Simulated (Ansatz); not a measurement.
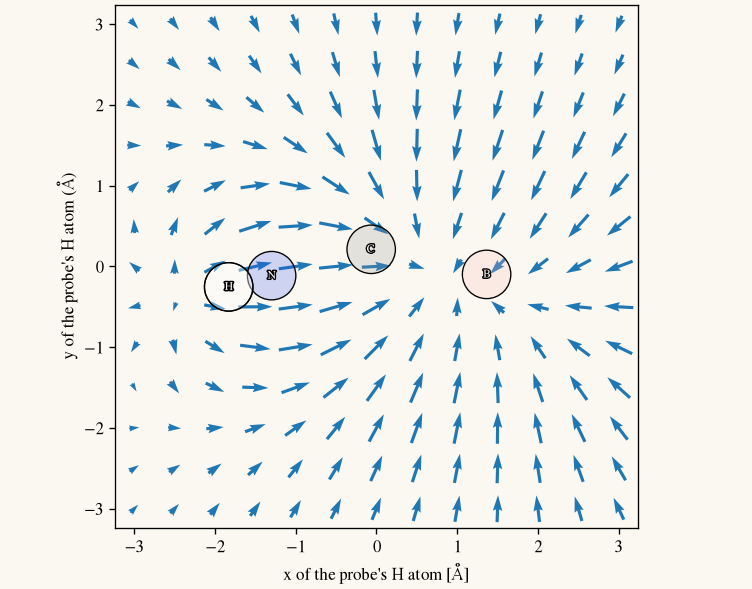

CH₂BN (SMILES B#CN) with the probe H2. The probe is moved over a plane parallel to the molecule's main plane, 3.36 Å above it. First axis: x of the probe's H atom. Second axis: y of the probe's H atom. Nothing is relaxed (molecule and probe rigid, the probe upright with H nearest the plane). Grid: 13 × 13 points. Points are written as (first, second). Method: RKS PBE0-D4/def2-TZVPD (Ansatz).

The picture shows arrows along the force (downhill), their lengths compressed, labelled circles for the molecule's atoms, projected on the plane.

Q: The arrows alone are given. Where is the energy lowest?

A: The arrows converge at about (0.8 Å, −0.2 Å) (read from the interpolated surface).

The energy map of the same scan:

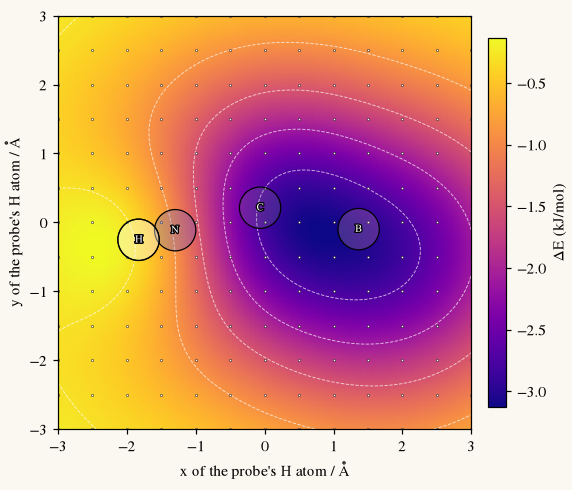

Energies are in kJ/mol, from molecule and probe far apart, each relaxed in its own basis (no counterpoise correction); between grid points the surface is interpolated.
